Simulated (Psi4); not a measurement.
# CH4FSi (SMILES C[SiH]F) at UCAM-B3LYP/aug-cc-pVDZ

Aim: the vertical doublet–quartet gap of CH4FSi at UCAM-B3LYP/aug-cc-pVDZ, from 2 runs. The job is set up through a Python script.

The calculation is run with Psi4 1.11.

2 further runs of the same task are left out: 2 set aside as unsound or not needed. Runs told in other sessions of the task aren't counted.

## Step 1: The system as given

The species is CH4FSi (7 atoms), meant as a doublet with charge 0. As SMILES, `C[SiH]F`. The shape is that of a PBE0-D4/def2-TZVP optimisation.

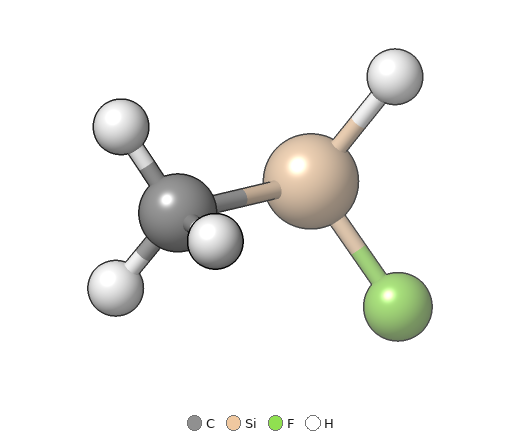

The structure, seen from a chosen angle (carbon grey, silicon light orange, fluorine green, hydrogen white).

## Step 2: Energy and forces at UCAM-B3LYP/aug-cc-pVDZ

Contents of ch4fsi.xyz:

```xyz
7
CH4FSi
C     -0.653500     0.389500    -0.298000
Si     0.917400    -0.594100    -0.104100
F      0.640700    -1.812800     0.909600
H     -1.444900    -0.207800    -0.754100
H     -0.470200     1.260900    -0.931700
H     -1.000700     0.738300     0.679600
H      2.011300     0.226000     0.498700
```

Contents of job.py:

```python
import psi4

psi4.set_memory('2200 MB')
psi4.set_num_threads(1)
psi4.set_output_file('run.log', False)

with open('ch4fsi.xyz') as f:
    atoms = ''.join(f.readlines()[2:])
molecule = psi4.geometry('0 2\n' + atoms + 'symmetry c1\nno_reorient\nno_com')

psi4.set_options({
    'reference': 'uks',
    'puream': True,
    'e_convergence': 1e-09,
    'd_convergence': 1e-08,
    'scf_type': 'pk',
    'dft_radial_points': 99,
    'dft_spherical_points': 590,
    'maxiter': 100,
})

E, wfn = psi4.gradient('cam-b3lyp/aug-cc-pVDZ', molecule=molecule, return_wfn=True)
psi4.oeprop(wfn, 'MULLIKEN_CHARGES', 'DIPOLE', 'QUADRUPOLE')
print('gradient / Eh bohr^-1')
print(E.np.round(6))
print(f'energy = {wfn.energy():.10f} Eh')
```

Command:

```sh
$ python job.py
```

run.log:

```text
[...]
  Running in c1 symmetry.
[...]
  Nuclear repulsion =  106.882451970993884
[...]
  Multiplicity = 2
[...]
  Nalpha       = 17
  Nbeta        = 16
[...]
    Number of basis functions: 109
[...]
   @UKS iter   1:  -429.58571590914374   -4.22693e-01   6.56171e-03 ADIIS/DIIS
[...]
   @UKS iter  12:  -429.82662333720191   -9.66338e-12   6.76042e-09 DIIS
[...]
   @S^2 Observed:                7.514862447E-01
[...]
  @UKS Final Energy:  -429.82662333720191
   => Energetics <=
    Nuclear Repulsion Energy =            106.8824519709938841
    One-Electron Energy =                -806.3683628658061480
    Two-Electron Energy =                 298.2680298074854477
    DFT Exchange-Correlation Energy =     -28.6087422498750712
    Empirical Dispersion Energy =           0.0000000000000000
    VV10 Nonlocal Energy =                  0.0000000000000000
    Total Energy =                       -429.8266233372019087
  UHF NO Occupations:
  HONO-2 :   15  A 1.9999107
  HONO-1 :   16  A 1.9994400
[...]
  -Total Gradient:
     Atom            X                  Y                   Z
    ------   -----------------  -----------------  -----------------
       1        0.000787008573    -0.000062794531     0.000270529406
       2       -0.007684521344    -0.019325761032     0.019211532003
       3        0.005244253430     0.022298985461    -0.018763648773
       4        0.002834088172     0.001808372706     0.001507376369
       5       -0.000440381254    -0.002804191513     0.001986335123
       6        0.001090692099    -0.001069873313    -0.003161723724
       7       -0.001798937199    -0.000846343770    -0.001006370441
[...]
 Multipole Moments:
 ------------------------------------------------------------------------------------
     Multipole            Electronic (a.u.)      Nuclear  (a.u.)        Total (a.u.)
 ------------------------------------------------------------------------------------
 L = 1.  Multiply by 2.5417464519 to convert [e a0] to [Debye]
 Dipole X            :        -26.2801302           26.0487408           -0.2313894
 Dipole Y            :         38.9137668          -38.3202443            0.5935225
 Dipole Z            :         -8.7025427            8.3781008           -0.3244419
 Magnitude           :                                                    0.7148934
 L = 2.  Multiply by 1.3450342976 to convert [e a0^2] to [Debye ang]
 Quadrupole XX       :       -110.1984357           90.6875941          -19.5108417
 Quadrupole XY       :         72.7700720          -72.0914029            0.6786692
[...]
```

Standard output:

```text
gradient / Eh bohr^-1
[[ 7.8700e-04 -6.3000e-05  2.7100e-04]
 [-7.6850e-03 -1.9326e-02  1.9212e-02]
 [ 5.2440e-03  2.2299e-02 -1.8764e-02]
 [ 2.8340e-03  1.8080e-03  1.5070e-03]
 [-4.4000e-04 -2.8040e-03  1.9860e-03]
 [ 1.0910e-03 -1.0700e-03 -3.1620e-03]
 [-1.7990e-03 -8.4600e-04 -1.0060e-03]]
energy = -429.8266233372 Eh
```

Run time: 45 s. Hardware: 1 thread of AMD EPYC 9R45 (Zen 5), shared host; peak memory 1.1 GiB.

## Step 3: The quartet

ch4fsi.xyz is that of step 2.

Contents of run.py:

```python
import psi4

psi4.set_memory(2200000000)
psi4.set_num_threads(1)
psi4.set_output_file('ch4fsi.out', False)

with open('ch4fsi.xyz') as f:
    atoms = ''.join(f.readlines()[2:])
m = psi4.geometry('0 4\n' + atoms + 'symmetry c1')

psi4.set_options({
    'basis': 'aug-cc-pVDZ',
    'reference': 'uks',
    'puream': True,
    'e_convergence': 1e-09,
    'd_convergence': 1e-08,
    'scf_type': 'pk',
    'dft_radial_points': 99,
    'dft_spherical_points': 590,
    'maxiter': 100,
})

result = psi4.gradient('cam-b3lyp')
print('gradient / Eh bohr^-1')
print(result.np.round(6))
```

Command:

```sh
$ python run.py
```

ch4fsi.out (excerpt; [...] marks lines left out):

```text
[...]
  Running in c1 symmetry.
[...]
  Nuclear repulsion =  106.882451970993884
[...]
  Multiplicity = 4
[...]
  Nalpha       = 18
  Nbeta        = 15
[...]
    Number of basis functions: 109
[...]
   @UKS iter   1:  -429.30695510403325   -1.43932e-01   6.14769e-03 DIIS/ADIIS
[...]
   @UKS iter  21:  -429.54073238899537   -1.25056e-11   6.93710e-09 DIIS
[...]
   @S^2 Observed:                3.756987579E+00
[...]
  @UKS Final Energy:  -429.54073238899537
   => Energetics <=
    Nuclear Repulsion Energy =            106.8824519709938841
    One-Electron Energy =                -804.9888800209367901
    Two-Electron Energy =                 297.0978616256522855
    DFT Exchange-Correlation Energy =     -28.5321659647047206
    Empirical Dispersion Energy =           0.0000000000000000
    VV10 Nonlocal Energy =                  0.0000000000000000
    Total Energy =                       -429.5407323889953659
  UHF NO Occupations:
  HONO-2 :   16  A 1.0000000
  HONO-1 :   17  A 1.0000000
[...]
 Multipole Moments:
 ------------------------------------------------------------------------------------
     Multipole            Electronic (a.u.)      Nuclear  (a.u.)        Total (a.u.)
 ------------------------------------------------------------------------------------
 L = 1.  Multiply by 2.5417464519 to convert [e a0] to [Debye]
 Dipole X            :          1.7079086           -2.7379416           -1.0300331
 Dipole Y            :         -4.4478258            5.5794419            1.1316161
 Dipole Z            :          1.7247421           -1.7976210           -0.0728789
 Magnitude           :                                                    1.5319381
[...]
  -Total Gradient:
     Atom            X                  Y                   Z
    ------   -----------------  -----------------  -----------------
       1        0.051961085967    -0.056466660704    -0.008081699878
       2       -0.045231952567     0.028515356388     0.073679778435
       3        0.017768239739     0.028591136242    -0.038633782101
       4       -0.004729513706     0.018266744884     0.001674441733
       5       -0.006446508848     0.003122807738    -0.000811176048
       6       -0.001447565937     0.001706586409    -0.005931885641
       7       -0.011840359549    -0.023737786040    -0.021851576751
[...]
```

The script printed:

```text
gradient / Eh bohr^-1
[[ 0.051961 -0.056467 -0.008082]
 [-0.045232  0.028515  0.07368 ]
 [ 0.017768  0.028591 -0.038634]
 [-0.00473   0.018267  0.001674]
 [-0.006447  0.003123 -0.000811]
 [-0.001448  0.001707 -0.005932]
 [-0.01184  -0.023738 -0.021852]]
```

Wall time 62 s (1 thread of AMD EPYC 9R45 (Zen 5), shared host); peak memory 1.1 GiB.

## Step 4: Summary of results

At UCAM-B3LYP/aug-cc-pVDZ:

| quantity | value |
| --- | --- |
| doublet: total energy | -429.82662 Eh |
| doublet: dipole moment | 1.82 D |
| doublet: HOMO energy (highest over α and β) | -7.38 eV |
| doublet: LUMO energy (lowest over α and β) | -1.44 eV |
| doublet: ⟨S²⟩ | 0.751 |
| doublet: largest force on an atom | 1.523 eV/Å |
| quartet: total energy | -429.54073 Eh |
| quartet: dipole moment | 3.89 D |
| quartet: HOMO energy (highest over α and β) | -3.07 eV |
| quartet: ⟨S²⟩ | 3.757 |
| quartet: largest force on an atom | 4.681 eV/Å |
| vertical energy of the quartet above the doublet | 7.779 eV |

**Reading.** At this shape the quartet lies 7.78 eV (179 kcal/mol) above the doublet. The largest force (doublet) is 1.52 eV/Å: the shape isn't a stationary point for this species at this level. With no_com the log's rotational constants are taken about the origin, not the centre of mass, so they aren't the molecule's. Mulliken charges (doublet) run from -0.61 on F3 to +0.87 on C1; in a basis this large or diffuse they mean little.
